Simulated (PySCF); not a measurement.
## A study: C2H8Ge, SMILES `C[GeH2]C`

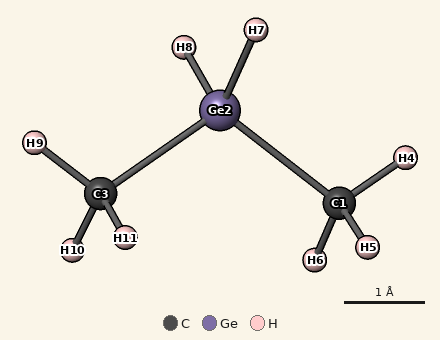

The molecule, with its atoms numbered as below. No frequency check shows the geometry to be a minimum.

Geometry (Å), atoms numbered from 1:

```
C1      -1.6234   -0.7366    0.0002
Ge2      0.0000    0.3758    0.0000
C3       1.6234   -0.7366   -0.0002
H4      -2.5227   -0.1275   -0.0008
H5      -1.6479   -1.3751   -0.8794
H6      -1.6477   -1.3751    0.8797
H7      -0.0000    1.2845   -1.2003
H8       0.0000    1.2845    1.2004
H9       2.5227   -0.1275    0.0008
H10      1.6479   -1.3751    0.8794
H11      1.6477   -1.3752   -0.8797
```

### 1. Bonding charge

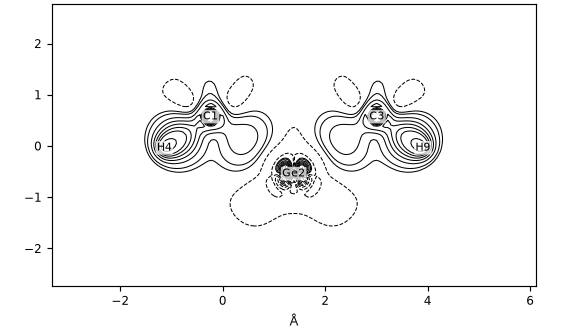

Deformation density (molecule less spherical, spin-averaged free atoms) in the plane of C1, Ge2, C3, H4 and H9; contours at ±0.05 to ±0.8 e/Å³; solid lines: gain, dashed lines: loss.

PySCF calculation, PBE0/def2-TZVP, gas phase; geometry: GFN2-xTB.

**How much density has each bond in this plane gained at its critical point, relative to the free atoms?**

C1–H4 and C3–H9: +0.69 e/Å³ at the bond critical point (bond length 1.09 Å, Mayer order 1.0). C1–Ge2 and Ge2–C3: +0.19 e/Å³ at the bond critical point (bond length 1.97 Å, Mayer order 1.0). In all, 2.3 electrons gather in the regions of gain relative to the promolecule.

**Where do the Hirshfeld charges lie?**

The highest Hirshfeld charge is on Ge2 (+0.34 e), the lowest on C1 and C3 (−0.21 e).

### 2. Bond critical points

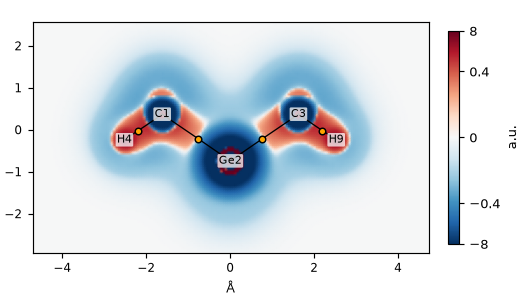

Negative Laplacian of the density (−∇²ρ) in the plane of C1, Ge2, C3, H4 and H9 (red positive, blue negative, colour scale in a.u., logarithmic beyond ±0.04), with bond paths and bond critical points (dots).

**Sort the bonds in the plane by the sign of ∇²ρ at their critical points.**

Concentrated (∇²ρ < 0): C1–H4 and C3–H9 (−0.93 a.u.). Depleted (∇²ρ > 0): C1–Ge2 and Ge2–C3 (+0.09 a.u., H = −0.062). A positive Laplacian with clearly negative H marks a strongly polar covalent bond, whose critical point lies close to the core of the less electronegative atom.

**Where along C1–H4 does the critical point lie?**

0.69 Å from C1 and 0.39 Å from H4.

### 3. Local ionisation energy

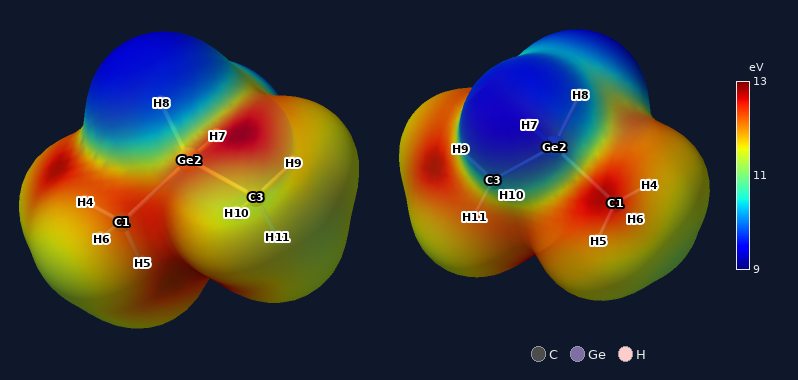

Average local ionisation energy on the surface of electron density 0.001 a.u. (back view left, front view right).

**Locate the minima of the map.**

The lowest value is 9.5 eV, 1.5 Å from H8, and at like points elsewhere. Further minima include 11.1 eV, near H9 (1.83 Å), H10 (1.91 Å), H11 (1.92 Å) and C3 (1.97 Å), and at like points elsewhere. For comparison, the highest occupied orbital lies at −8.5 eV.

**What volume does the surface enclose, and what is the dipole moment?**

About 110 Å³; the dipole moment is 0.7 D.

### 4. In an electric field

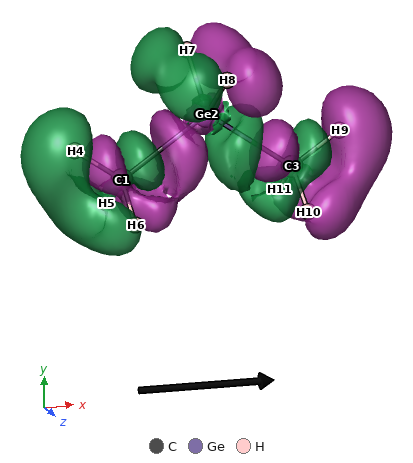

Change of the electron density in a uniform field of 0.21 V/Å along +x (arrow), surfaces at ±0.0015 e/Å³ (green: gain, purple: loss).

Computed with PySCF, PBE0/def2-TZVP, geometry: GFN2-xTB. A basis without diffuse functions makes polarisabilities too small.

**What dipole is induced, and what polarisability does it imply?**

The induced dipole is 0.64 D (along the field); α along this axis, from the fields in both directions, is 63 bohr³ (9.3 Å³).

**Which atoms gain and lose the most charge?**

Electrons gather most on H4 (Hirshfeld charge changes by −0.009 e) and leave H9 most (+0.009 e); 0.053 electrons are displaced in all.

### 5. Removing or adding an electron

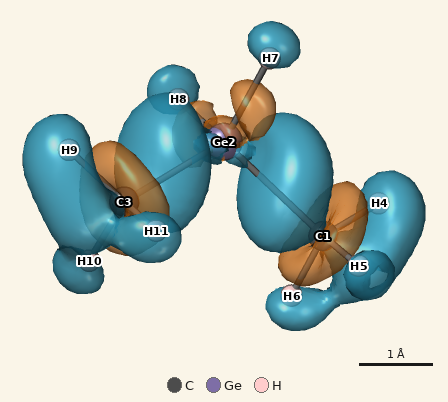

Fukui function f⁻ = ρ(N) − ρ(N−1) at fixed geometry, surfaces at ±0.03 e/Å³ (light blue positive, orange negative).

Method: PBE0/def2-TZVP; geometry: GFN2-xTB; program: PySCF.

**Which atoms respond most to the removal of an electron?**

f⁻ (Hirshfeld-condensed) is largest on Ge2 (0.19) and C1 and C3 (0.15 each); the vertical ionisation energy is 10.61 eV (the stability of the cation's solution wasn't checked). Condensed values hint at sites of electrophilic attack but needn't mark the atom that reacts. Shares this close don't rank the sites. Orbital relaxation makes it negative in places (0.21 e in all).

```json
{"atom": "C1", "f⁻": "+0.15", "charge": "−0.21"}
{"atom": "Ge2", "f⁻": "+0.19", "charge": "+0.34"}
{"atom": "C3", "f⁻": "+0.15", "charge": "−0.21"}
{"atom": "H4", "f⁻": "+0.08", "charge": "+0.04"}
{"atom": "H5", "f⁻": "+0.06", "charge": "+0.04"}
{"atom": "H6", "f⁻": "+0.06", "charge": "+0.04"}
{"atom": "H7", "f⁻": "+0.06", "charge": "−0.08"}
{"atom": "H8", "f⁻": "+0.06", "charge": "−0.08"}
{"atom": "H9", "f⁻": "+0.08", "charge": "+0.04"}
{"atom": "H10", "f⁻": "+0.06", "charge": "+0.04"}
{"atom": "H11", "f⁻": "+0.06", "charge": "+0.04"}
```
